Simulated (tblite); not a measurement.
# Geometry relaxation, with input and output: CH₆ClNSi₂ (part 2 of 2)

Continued. System: CH₆ClNSi₂. Method: GFN2-xTB geometry optimisation, gas phase (tblite 0.8.0). 

Geometry of the input (Å):
```
C  -0.3345  1.7748  0.4558
Cl -0.1480  3.0013  -0.8102
N  -0.1025  0.4918  -0.1851
Si -1.4380  -0.6691  0.0330
Si 1.4868  -0.1753  0.0679
H  -2.7191  -0.0279  -0.0830
H  -1.3289  -1.6180  -1.1344
H  -1.2794  -1.4800  1.2312
H  1.3883  -1.6424  -0.1308
H  2.4907  0.2937  -0.9070
H  2.0250  0.0246  1.4300
```

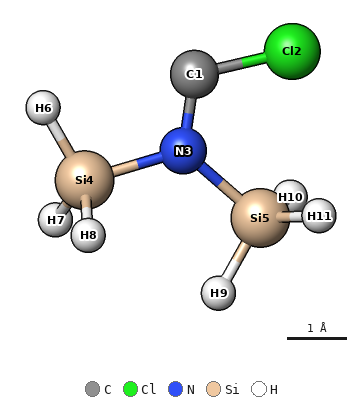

Figure 1. The geometry at step 50 of the log (ball-and-stick view, seen at a tilt; atoms are numbered from 1 in the order of the input).

Trajectory as extended XYZ, continued
```
11
Properties=species:S:1:pos:R:3:forces:R:3 step=32 energy=-438.56815
C    -0.6321    1.6306   -0.1951    0.0160  -0.0450  -0.0330
Cl    0.7130    2.7172   -0.2201   -0.0420  -0.0330   0.0660
N    -0.2208    0.3853   -0.1018    0.0680  -0.0440   0.0840
Si   -1.5345   -0.8038    0.0487    0.1200   0.1140  -0.0370
Si    1.5070   -0.0753    0.0143   -0.0830   0.0840  -0.0070
H    -2.7498   -0.0095    0.0576   -0.0310  -0.0270  -0.0340
H    -1.3915   -1.7095   -1.0950   -0.0260   0.0330   0.0800
H    -1.2892   -1.4938    1.3173   -0.0170  -0.0290  -0.0530
H     1.4556   -1.5288   -0.1273    0.0050   0.0000   0.0080
H     2.2418    0.5398   -1.0813   -0.0060  -0.0860  -0.0300
H     1.9410    0.3213    1.3499   -0.0060   0.0330  -0.0440
11
Properties=species:S:1:pos:R:3:forces:R:3 step=34 energy=-438.57214
C    -0.6284    1.6268   -0.2033   -0.0270   0.0410   0.0070
Cl    0.7217    2.7073   -0.1875   -0.0340  -0.0170   0.0290
N    -0.2217    0.3823   -0.1036    0.0760  -0.0340   0.0000
Si   -1.5328   -0.8023    0.0441    0.0770   0.1070   0.0190
Si    1.5037   -0.0700    0.0089   -0.0080   0.0090   0.0110
H    -2.7481   -0.0142    0.0561   -0.0850   0.0210  -0.0330
H    -1.4032   -1.7137   -1.0873    0.0020  -0.0390  -0.0360
H    -1.2795   -1.4851    1.3099   -0.0130  -0.0720   0.0270
H     1.4590   -1.5265   -0.1178    0.0010   0.0190   0.0070
H     2.2414    0.5297   -1.0932   -0.0220  -0.0680  -0.0310
H     1.9282    0.3393    1.3410    0.0320   0.0330   0.0000
11
Properties=species:S:1:pos:R:3:forces:R:3 step=36 energy=-438.57393
C    -0.6283    1.6277   -0.2071   -0.0080   0.0220   0.0310
Cl    0.7230    2.7032   -0.1725   -0.0190   0.0140   0.0090
N    -0.2204    0.3827   -0.1040    0.0230   0.0490  -0.0320
Si   -1.5287   -0.7967    0.0441   -0.0600  -0.0190   0.0200
Si    1.5004   -0.0660    0.0079    0.0920  -0.0460   0.0160
H    -2.7520   -0.0156    0.0519   -0.0230   0.0050  -0.0240
H    -1.4080   -1.7160   -1.0845    0.0120  -0.0090  -0.0160
H    -1.2770   -1.4879    1.3082   -0.0170  -0.0360   0.0010
H     1.4628   -1.5235   -0.1139   -0.0120   0.0200   0.0140
H     2.2413    0.5186   -1.0997   -0.0280  -0.0380  -0.0370
H     1.9274    0.3471    1.3369    0.0400   0.0380   0.0190
11
Properties=species:S:1:pos:R:3:forces:R:3 step=38 energy=-438.57539
C    -0.6293    1.6312   -0.2058   -0.0050  -0.0360   0.0370
Cl    0.7191    2.7051   -0.1696    0.0240   0.0540   0.0030
N    -0.2187    0.3863   -0.1035   -0.0090  -0.0100  -0.0060
Si   -1.5297   -0.7938    0.0465   -0.0390  -0.0460  -0.0230
Si    1.5043   -0.0663    0.0097    0.0200   0.0130   0.0170
H    -2.7571   -0.0153    0.0464    0.0210  -0.0130  -0.0110
H    -1.4076   -1.7160   -1.0846    0.0080   0.0340   0.0310
H    -1.2795   -1.4957    1.3081   -0.0240   0.0060  -0.0350
H     1.4644   -1.5212   -0.1127   -0.0170  -0.0270   0.0220
H     2.2407    0.5089   -1.1047   -0.0160  -0.0110  -0.0400
H     1.9337    0.3504    1.3374    0.0370   0.0350   0.0050
11
Properties=species:S:1:pos:R:3:forces:R:3 step=40 energy=-438.57674
C    -0.6289    1.6307   -0.2003   -0.0040  -0.0220   0.0330
Cl    0.7162    2.7099   -0.1589    0.0330   0.0360  -0.0050
N    -0.2156    0.3869   -0.1050   -0.0190  -0.0690   0.0240
Si   -1.5321   -0.7923    0.0456    0.0250  -0.0090  -0.0250
Si    1.5106   -0.0662    0.0114   -0.0660   0.0390  -0.0040
H    -2.7607   -0.0166    0.0395    0.0220  -0.0030  -0.0020
H    -1.4092   -1.7156   -1.0821    0.0120   0.0160  -0.0030
H    -1.2806   -1.4997    1.3033   -0.0280   0.0170  -0.0210
H     1.4637   -1.5206   -0.1061   -0.0090  -0.0430   0.0360
H     2.2383    0.4950   -1.1159   -0.0100   0.0130  -0.0260
H     1.9387    0.3620    1.3360    0.0440   0.0260  -0.0070
11
Properties=species:S:1:pos:R:3:forces:R:3 step=42 energy=-438.57787
C    -0.6296    1.6264   -0.1910    0.0130   0.0290   0.0220
Cl    0.7118    2.7170   -0.1538    0.0010  -0.0370  -0.0060
N    -0.2126    0.3839   -0.1025   -0.0130  -0.0180   0.0310
Si   -1.5331   -0.7914    0.0433    0.0300   0.0100  -0.0050
Si    1.5138   -0.0656    0.0125   -0.0510  -0.0010  -0.0200
H    -2.7612   -0.0164    0.0330    0.0150   0.0070   0.0020
H    -1.4079   -1.7126   -1.0817    0.0170  -0.0220  -0.0540
H    -1.2838   -1.5012    1.2982   -0.0280   0.0040   0.0100
H     1.4611   -1.5227   -0.0980    0.0030  -0.0050   0.0470
H     2.2358    0.4837   -1.1262   -0.0250   0.0170   0.0050
H     1.9460    0.3726    1.3337    0.0380   0.0150  -0.0340
11
Properties=species:S:1:pos:R:3:forces:R:3 step=44 energy=-438.57926
C    -0.6312    1.6228   -0.1803    0.0340   0.0500   0.0180
Cl    0.7076    2.7223   -0.1550   -0.0330  -0.1050  -0.0010
N    -0.2119    0.3804   -0.0931   -0.0020   0.0950   0.0100
Si   -1.5330   -0.7919    0.0414   -0.0120  -0.0170  -0.0090
Si    1.5128   -0.0651    0.0128    0.0390  -0.0460  -0.0050
H    -2.7593   -0.0140    0.0264    0.0140   0.0030   0.0010
H    -1.4016   -1.7084   -1.0871    0.0140  -0.0220  -0.0490
H    -1.2927   -1.5044    1.2952   -0.0240  -0.0100   0.0250
H     1.4584   -1.5256   -0.0872    0.0090   0.0440   0.0500
H     2.2309    0.4763   -1.1348   -0.0510   0.0080   0.0350
H     1.9603    0.3813    1.3288    0.0150   0.0020  -0.0750
11
Properties=species:S:1:pos:R:3:forces:R:3 step=46 energy=-438.58343
C    -0.6332    1.6217   -0.1524    0.0490   0.0140   0.0250
Cl    0.7048    2.7237   -0.1473   -0.0490  -0.1460   0.0030
N    -0.2135    0.3776   -0.0659    0.0100   0.2170  -0.0370
Si   -1.5335   -0.7958    0.0342   -0.0630  -0.0640  -0.0350
Si    1.5102   -0.0640    0.0133    0.1690  -0.0650   0.0430
H    -2.7546   -0.0099    0.0071    0.0040  -0.0080  -0.0060
H    -1.3844   -1.7015   -1.1057    0.0080   0.0210   0.0140
H    -1.3239   -1.5179    1.2875   -0.0100  -0.0220   0.0200
H     1.4544   -1.5293   -0.0465    0.0120   0.0960   0.0420
H     2.2062    0.4546   -1.1617   -0.0870  -0.0110   0.0660
H     2.0079    0.4142    1.3047   -0.0440  -0.0320  -0.1350
11
Properties=species:S:1:pos:R:3:forces:R:3 step=48 energy=-438.58956
C    -0.6321    1.6268   -0.1159    0.0120  -0.0590   0.0310
Cl    0.7105    2.7121   -0.1208    0.0100  -0.0420  -0.0050
N    -0.2158    0.3803   -0.0379    0.0050   0.0960  -0.0470
Si   -1.5338   -0.8020    0.0205   -0.0310  -0.0290  -0.0090
Si    1.5116   -0.0623    0.0153    0.1070   0.0000   0.0360
H    -2.7495   -0.0101   -0.0189   -0.0260   0.0010  -0.0200
H    -1.3668   -1.6972   -1.1277    0.0160   0.0510   0.0470
H    -1.3663   -1.5369    1.2742    0.0170  -0.0140  -0.0090
H     1.4525   -1.5259    0.0184    0.0130   0.0560   0.0280
H     2.1606    0.4217   -1.1987   -0.0600  -0.0110   0.0270
H     2.0695    0.4670    1.2588   -0.0610  -0.0470  -0.0780
11
Properties=species:S:1:pos:R:3:forces:R:3 step=50 energy=-438.59106
C    -0.6314    1.6268   -0.1025    0.0090  -0.0160   0.0170
Cl    0.7146    2.7075   -0.1041    0.0170  -0.0020  -0.0130
N    -0.2145    0.3815   -0.0377   -0.0050  -0.0300  -0.0100
Si   -1.5343   -0.8027    0.0154   -0.0040   0.0180   0.0190
Si    1.5157   -0.0610    0.0162   -0.0140   0.0130  -0.0240
H    -2.7504   -0.0118   -0.0287   -0.0250   0.0060  -0.0180
H    -1.3650   -1.6964   -1.1306    0.0270   0.0280   0.0100
H    -1.3740   -1.5413    1.2679    0.0220  -0.0080  -0.0070
H     1.4535   -1.5213    0.0420    0.0150   0.0020   0.0280
H     2.1442    0.4057   -1.2117   -0.0210   0.0090  -0.0190
H     2.0820    0.4864    1.2412   -0.0200  -0.0210   0.0160
11
Properties=species:S:1:pos:R:3:forces:R:3 step=52 energy=-438.59169
C    -0.6319    1.6234   -0.0894    0.0140   0.0400   0.0010
Cl    0.7142    2.7071   -0.0982    0.0010  -0.0180  -0.0120
N    -0.2134    0.3793   -0.0351    0.0010  -0.0360   0.0130
Si   -1.5356   -0.8018    0.0139   -0.0100   0.0210   0.0170
Si    1.5176   -0.0598    0.0150   -0.0350  -0.0060  -0.0180
H    -2.7519   -0.0104   -0.0384   -0.0110  -0.0020  -0.0090
H    -1.3591   -1.6908   -1.1332    0.0240   0.0080  -0.0080
H    -1.3783   -1.5450    1.2636    0.0160  -0.0060   0.0010
H     1.4546   -1.5192    0.0601    0.0180  -0.0100   0.0210
H     2.1333    0.3942   -1.2226   -0.0060   0.0200  -0.0350
H     2.0909    0.4965    1.2314   -0.0120  -0.0110   0.0290
11
Properties=species:S:1:pos:R:3:forces:R:3 step=54 energy=-438.59245
C    -0.6308    1.6216   -0.0812    0.0030   0.0500  -0.0010
Cl    0.7175    2.7025   -0.1001   -0.0020  -0.0140  -0.0080
N    -0.2146    0.3767   -0.0291    0.0070   0.0090   0.0160
Si   -1.5385   -0.8005    0.0157   -0.0100  -0.0030  -0.0090
Si    1.5165   -0.0588    0.0122   -0.0080  -0.0170   0.0110
H    -2.7549   -0.0087   -0.0461    0.0050  -0.0130   0.0020
H    -1.3484   -1.6823   -1.1353    0.0070   0.0010  -0.0030
H    -1.3816   -1.5503    1.2613    0.0040  -0.0010   0.0050
H     1.4578   -1.5177    0.0756    0.0150  -0.0140  -0.0010
H     2.1212    0.3930   -1.2320   -0.0060   0.0050  -0.0260
H     2.0962    0.4980    1.2263   -0.0150  -0.0020   0.0140
11
Properties=species:S:1:pos:R:3:forces:R:3 step=56 energy=-438.59273
C    -0.6289    1.6243   -0.0875   -0.0070   0.0060   0.0070
Cl    0.7221    2.6990   -0.1060    0.0110   0.0100  -0.0060
N    -0.2161    0.3778   -0.0295   -0.0020   0.0190   0.0090
Si   -1.5395   -0.8000    0.0180    0.0070  -0.0050  -0.0090
Si    1.5147   -0.0592    0.0116    0.0060  -0.0030   0.0080
H    -2.7570   -0.0100   -0.0424    0.0040  -0.0120   0.0020
H    -1.3466   -1.6816   -1.1330    0.0010   0.0020  -0.0020
H    -1.3789   -1.5507    1.2632    0.0010   0.0060   0.0000
H     1.4600   -1.5186    0.0700    0.0100  -0.0070  -0.0090
H     2.1211    0.4029   -1.2298   -0.0140  -0.0160   0.0000
H     2.0896    0.4898    1.2326   -0.0160   0.0000   0.0000
11
Properties=species:S:1:pos:R:3:forces:R:3 step=58 energy=-438.59286
C    -0.6282    1.6268   -0.0900   -0.0060  -0.0090   0.0060
Cl    0.7241    2.6994   -0.1083    0.0130   0.0160  -0.0040
N    -0.2165    0.3799   -0.0310   -0.0060  -0.0010   0.0110
Si   -1.5389   -0.7999    0.0181    0.0150   0.0060   0.0060
Si    1.5144   -0.0597    0.0124   -0.0050  -0.0010  -0.0070
H    -2.7577   -0.0122   -0.0399    0.0010  -0.0060   0.0000
H    -1.3477   -1.6827   -1.1315    0.0040  -0.0010  -0.0100
H    -1.3767   -1.5497    1.2639    0.0020   0.0090  -0.0040
H     1.4614   -1.5199    0.0650    0.0060   0.0030  -0.0060
H     2.1216    0.4052   -1.2280   -0.0130  -0.0170   0.0070
H     2.0845    0.4864    1.2366   -0.0110   0.0020   0.0020
11
Properties=species:S:1:pos:R:3:forces:R:3 step=60 energy=-438.59309
C    -0.6274    1.6299   -0.0842    0.0010  -0.0070  -0.0010
Cl    0.7266    2.7017   -0.1097    0.0040   0.0050   0.0000
N    -0.2168    0.3826   -0.0275   -0.0040  -0.0180   0.0070
Si   -1.5374   -0.7992    0.0169    0.0090   0.0100   0.0140
Si    1.5136   -0.0607    0.0128   -0.0150  -0.0020  -0.0100
H    -2.7586   -0.0158   -0.0424   -0.0010   0.0010   0.0000
H    -1.3445   -1.6807   -1.1332    0.0090  -0.0010  -0.0140
H    -1.3764   -1.5496    1.2623    0.0040   0.0060  -0.0020
H     1.4655   -1.5213    0.0681   -0.0040   0.0090  -0.0040
H     2.1144    0.3987   -1.2322   -0.0030  -0.0090   0.0060
H     2.0814    0.4879    1.2364    0.0000   0.0050   0.0040
11
Properties=species:S:1:pos:R:3:forces:R:3 step=62 energy=-438.59316
C    -0.6275    1.6297   -0.0789    0.0040   0.0010  -0.0020
Cl    0.7264    2.7024   -0.1093   -0.0020  -0.0050   0.0010
N    -0.2169    0.3824   -0.0232   -0.0010  -0.0020  -0.0020
Si   -1.5370   -0.7990    0.0164   -0.0010  -0.0010   0.0010
Si    1.5129   -0.0610    0.0124   -0.0030   0.0000   0.0030
H    -2.7584   -0.0159   -0.0458    0.0000   0.0000   0.0010
H    -1.3409   -1.6781   -1.1359    0.0070   0.0040  -0.0020
H    -1.3782   -1.5503    1.2611    0.0030   0.0000   0.0030
H     1.4666   -1.5210    0.0739   -0.0070   0.0010  -0.0050
H     2.1095    0.3931   -1.2362   -0.0010  -0.0030   0.0010
H     2.0839    0.4914    1.2329    0.0010   0.0050   0.0010
11
Properties=species:S:1:pos:R:3:forces:R:3 step=64 energy=-438.59318
C    -0.6276    1.6292   -0.0786    0.0030   0.0010   0.0000
Cl    0.7261    2.7019   -0.1091   -0.0010  -0.0040   0.0000
N    -0.2170    0.3819   -0.0222   -0.0010   0.0070  -0.0050
Si   -1.5371   -0.7992    0.0165   -0.0020  -0.0050  -0.0040
Si    1.5126   -0.0610    0.0125    0.0030   0.0030   0.0060
H    -2.7581   -0.0155   -0.0462    0.0000  -0.0020   0.0020
H    -1.3396   -1.6772   -1.1367    0.0040   0.0050   0.0030
H    -1.3786   -1.5504    1.2612    0.0020  -0.0010   0.0030
H     1.4658   -1.5207    0.0744   -0.0060  -0.0040  -0.0040
H     2.1088    0.3923   -1.2366   -0.0020  -0.0030   0.0000
H     2.0849    0.4925    1.2321   -0.0010   0.0020  -0.0010
11
Properties=species:S:1:pos:R:3:forces:R:3 step=66 energy=-438.59321
C    -0.6274    1.6293   -0.0793   -0.0010   0.0010   0.0010
Cl    0.7270    2.7009   -0.1097    0.0020   0.0010   0.0000
N    -0.2173    0.3819   -0.0220   -0.0010   0.0070  -0.0020
Si   -1.5369   -0.7995    0.0169    0.0000  -0.0030  -0.0040
Si    1.5121   -0.0610    0.0134    0.0040   0.0030   0.0020
H    -2.7582   -0.0161   -0.0456   -0.0010  -0.0030   0.0010
H    -1.3373   -1.6757   -1.1373    0.0010   0.0020   0.0040
H    -1.3779   -1.5502    1.2619    0.0010  -0.0020   0.0000
H     1.4644   -1.5208    0.0724   -0.0040  -0.0040   0.0010
H     2.1077    0.3917   -1.2362    0.0010  -0.0010   0.0000
H     2.0842    0.4931    1.2328   -0.0010  -0.0020  -0.0020
```

Key numbers

- outcome: converged
- total energy: −438.5932 eV
- wall time: 2 s
- peak memory: 0.18 GiB
